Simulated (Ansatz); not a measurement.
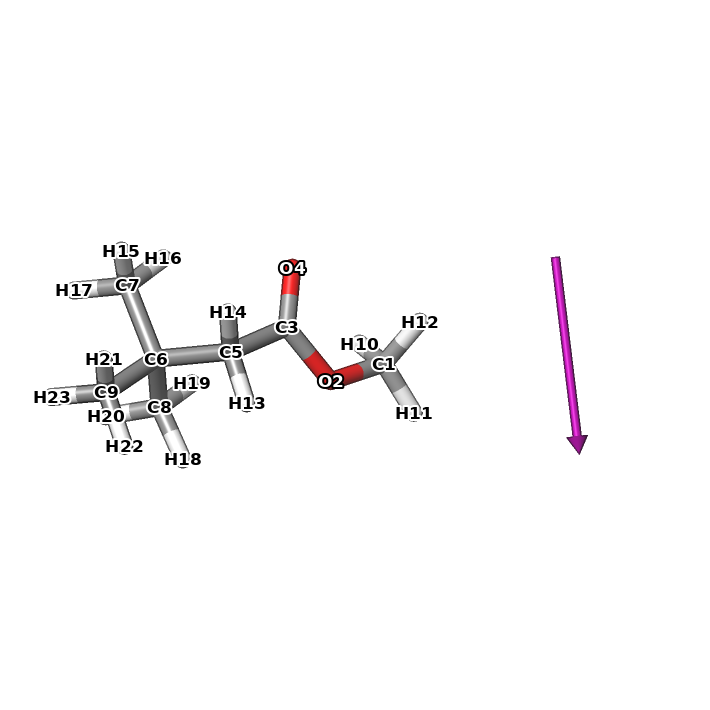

The arrow beside the molecule shows the direction of the dipole moment, from the negative to the positive end (its length means nothing). The computed structure is the end point of a PBE-D4/def2-SVP optimisation. No frequency run is at hand to confirm it as a minimum. Properties computed with RKS PBE-D4/def2-SVP (Ansatz 0.2.0).

Question: Estimate the dipole moment.

Answer: 1.55 D; it points from the side of H15 to the side of H18 (the outermost atoms at the two ends).
